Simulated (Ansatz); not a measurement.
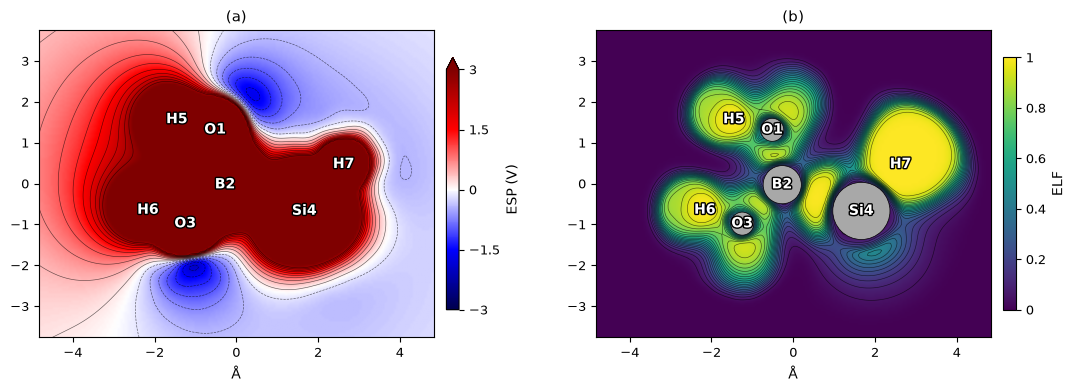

*BH$_{5}$O$_{2}$Si (SMILES OB(O)[SiH3]). (a) molecular electrostatic potential; (b) electron localisation function on the plane of atoms O3, B2 and Si4. Grey discs cover the atomic cores in the ELF map.*

These are results of RKS B3LYP/def2-SVP (Ansatz), not measurements.

Input

```
crystal:
  periodic: [false, false, false]
  atoms:
    - { symbol: O, position_ang: [0.1861, 0.9249, -1.6023] }
    - { symbol: B, position_ang: [0.3584, 0.4962, -0.2511] }
    - { symbol: O, position_ang: [1.3563, 1.1252, 0.5649] }
    - { symbol: Si, position_ang: [-0.6305, -0.9472, 0.4575] }
    - { symbol: H, position_ang: [-0.5428, 1.6748, -1.5419] }
    - { symbol: H, position_ang: [2.2103, 0.617, 0.3948] }
    - { symbol: H, position_ang: [-1.6331, -1.4077, -0.5574] }
    - { symbol: H, position_ang: [0.2178, -2.0546, 0.8289] }
    - { symbol: H, position_ang: [-1.4339, -0.475, 1.6895] }
basis:
  gaussian: { orbitals: def2-SVP }
hamiltonian:
  xc: b3lyp
relax:
  f_tol: 0.015
  max_steps: 40
output:
  orbitals: {}
```

Command:

```sh
ansatz run input.yaml --threads 1 --pin off --max-ram 2048MiB --backend cpu --events-out ev --progress --plain --runs-dir out
```

The fields are those of the relaxed geometry.

Q: Describe what can be read from this map.

A: Atoms in the plane: O, B, Si and H.
B–O (1.36 Å): the ELF peaks at about 0.90 between the atoms (a shared but strongly polarised pair).
Si–B (2.04 Å): the ELF peaks at about 1 between the atoms: a shared electron pair.
O–H (0.97 Å): the ELF climbs to about 1 towards the hydrogen, as it does in any bond to H; an ordinary covalent bond to hydrogen.
Si–H (1.49 Å): the ELF climbs to about 1 towards the hydrogen.
The ELF also peaks beside O3 and O1, away from the bonds: lone-pair regions.
Outside the dense part of the molecule the potential is most negative (−1.9 V) near O3.
